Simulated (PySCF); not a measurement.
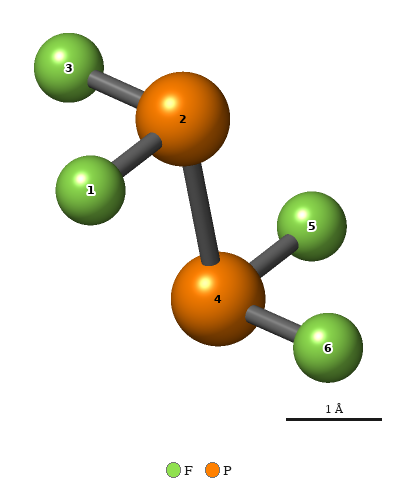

The input geometry (ball-and-stick view, seen at a tilt; atoms are numbered from 1 in the order of the input). Bond lengths as drawn: F–P 1.60 to 1.63 Å and P–P 2.30 Å.

## Geometry relaxation, with input and output: P2F4

System: P2F4.
Method: PBE0-D3(BJ)/def2-SVP geometry optimisation, gas phase (PySCF 2.14.0).

**Log**
```
step   0  E = -1080.99259856  max force = 0.015860
step   1  E = -1080.99344075  max force = 0.012883
step   2  E = -1080.99443002  max force = 0.004372
step   3  E = -1080.99484038  max force = 0.003272
step   4  E = -1080.99493195  max force = 0.001673
step   5  E = -1080.99495255  max force = 0.000455
step   6  E = -1080.99495919  max force = 0.000302
optimisation converged
```

**Trajectory as extended XYZ (Å, eV, eV/Å), 7 frames, from step=0 to step=6**
```
6
Properties=species:S:1:pos:R:3:forces:R:3 step=0 energy=-29415.30688
F    -1.4711   -0.3752   -1.3320   -0.1236  -0.2491  -0.6989
P    -0.9010   -0.6842    0.1308   -0.0662   0.8156   0.3073
F    -1.7932    0.4571    0.8696    0.2074  -0.3004   0.2360
P     0.9282    0.6820   -0.1429   -0.5274  -0.1656   0.1636
F     1.4936    0.3450    1.3173    0.1474   0.2532   0.6897
F     1.7677   -0.4548   -0.8875    0.3624  -0.3537  -0.6978
6
Properties=species:S:1:pos:R:3:forces:R:3 step=1 energy=-29415.32980
F    -1.2349   -0.9386   -1.3037    0.2059   0.1457   0.2899
P    -0.4524   -0.9463    0.1198   -0.4472  -0.6625   0.0247
F    -1.7002   -0.5778    1.0810    0.2260   0.1598  -0.1676
P     0.5063    1.0665   -0.1463    0.1753   0.2780  -0.0789
F     1.2778    1.0299    1.2775   -0.0838  -0.0824  -0.1854
F     1.6267    0.3363   -1.0739   -0.0761   0.1614   0.1173
6
Properties=species:S:1:pos:R:3:forces:R:3 step=2 energy=-29415.35672
F    -1.2248   -0.9342   -1.2886    0.0280  -0.0480   0.0137
P    -0.4586   -0.9824    0.1349   -0.1578  -0.0235  -0.0543
F    -1.6877   -0.5361    1.0782    0.0171   0.0592   0.0179
P     0.4952    1.0570   -0.1514    0.0803  -0.2248   0.0106
F     1.2708    1.0036    1.2650    0.0392   0.0717   0.0003
F     1.6285    0.3620   -1.0836   -0.0068   0.1655   0.0116
6
Properties=species:S:1:pos:R:3:forces:R:3 step=3 energy=-29415.36789
F    -1.2281   -0.9577   -1.2854   -0.0317  -0.0213  -0.0593
P    -0.4799   -1.0094    0.1439    0.0976   0.0289  -0.0277
F    -1.6945   -0.5020    1.0721   -0.0550   0.0683   0.0502
P     0.4940    1.0358   -0.1423    0.0269  -0.1683  -0.0218
F     1.2880    0.9934    1.2630    0.0126   0.0212   0.0046
F     1.6438    0.4097   -1.0968   -0.0505   0.0711   0.0539
6
Properties=species:S:1:pos:R:3:forces:R:3 step=4 energy=-29415.37038
F    -1.2309   -0.9709   -1.2856   -0.0236  -0.0062  -0.0383
P    -0.4850   -1.0211    0.1454    0.0860   0.0233  -0.0075
F    -1.6893   -0.4773    1.0694   -0.0460   0.0353   0.0355
P     0.4896    1.0220   -0.1376   -0.0091  -0.0652  -0.0172
F     1.2917    0.9849    1.2627   -0.0031  -0.0023   0.0136
F     1.6472    0.4325   -1.0999   -0.0042   0.0150   0.0138
6
Properties=species:S:1:pos:R:3:forces:R:3 step=5 energy=-29415.37094
F    -1.2345   -0.9759   -1.2855   -0.0078  -0.0030  -0.0068
P    -0.4846   -1.0242    0.1445    0.0234   0.0047  -0.0017
F    -1.6834   -0.4662    1.0708   -0.0102   0.0118   0.0058
P     0.4875    1.0155   -0.1384   -0.0116   0.0002  -0.0142
F     1.2870    0.9791    1.2634   -0.0042  -0.0075   0.0144
F     1.6514    0.4417   -1.1004    0.0105  -0.0061   0.0024
6
Properties=species:S:1:pos:R:3:forces:R:3 step=6 energy=-29415.37112
F    -1.2392   -0.9778   -1.2851    0.0016  -0.0036   0.0090
P    -0.4832   -1.0245    0.1423   -0.0100  -0.0010  -0.0042
F    -1.6778   -0.4622    1.0728    0.0039   0.0019  -0.0062
P     0.4869    1.0139   -0.1409   -0.0023   0.0155  -0.0103
F     1.2808    0.9761    1.2645   -0.0041  -0.0050   0.0102
F     1.6558    0.4444   -1.0992    0.0110  -0.0078   0.0016
```

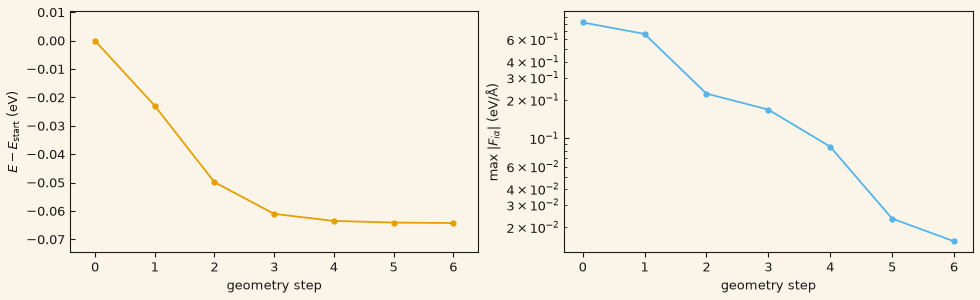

Progress of the relaxation, step by step (steps are counted from 0).

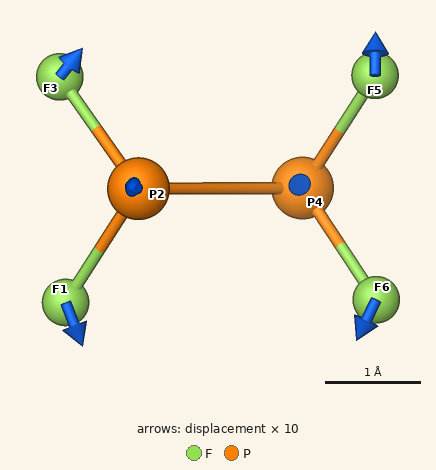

The starting structure with the displacements as blue arrows, magnified 10 times (ball-and-stick view, seen on its broad side). The two geometries are laid on each other by the best rigid fit. After 6 geometry steps the energy has fallen by 0.064 eV. The largest force component goes from 0.82 to 0.015 eV/Å. The largest move after the best rigid fit is that of F1, 0.050 Å. By element the largest moves are F 0.050 Å, P 0.030 Å. Among the contacts that change: P2–P4 2.299 → 2.275 Å, F1–P2 1.600 → 1.616 Å, P4–F5 1.602 → 1.615 Å, P2–F3 1.626 → 1.615 Å. Among the angles that change: F1–P2–F3 94.8° → 98.8°. (Atoms are counted from 1 in the order of the input.)

The run was set up as follows.

**Input**
```
{"job": {"xc": "PBE0", "basis": "def2-SVP", "d3": "d3bj", "grid": 1, "shake": 0.01, "kind": "geom"}, "charge": 0, "multiplicity": 1}
F     -1.471110    -0.375240    -1.331990
P     -0.901030    -0.684180     0.130780
F     -1.793220     0.457140     0.869600
P      0.928200     0.682030    -0.142850
F      1.493600     0.345030     1.317320
F      1.767720    -0.454800    -0.887530
```

The first line tells a small driver script what to run in PySCF; the rest is the geometry in Å.

Command:
```bash
OMP_NUM_THREADS=1 python <driver script> task.json out
```

**Key numbers**

```json
{"quantity": "outcome", "value": "converged"}
{"quantity": "total energy", "value": "−1080.994959 hartree"}
{"quantity": "dipole moment", "value": "0.05 D"}
{"quantity": "point group", "value": "C2h"}
{"quantity": "hardware", "value": "1 CPU thread, shared host"}
{"quantity": "wall time", "value": "16 s"}
{"quantity": "peak memory", "value": "0.37 GiB"}
```
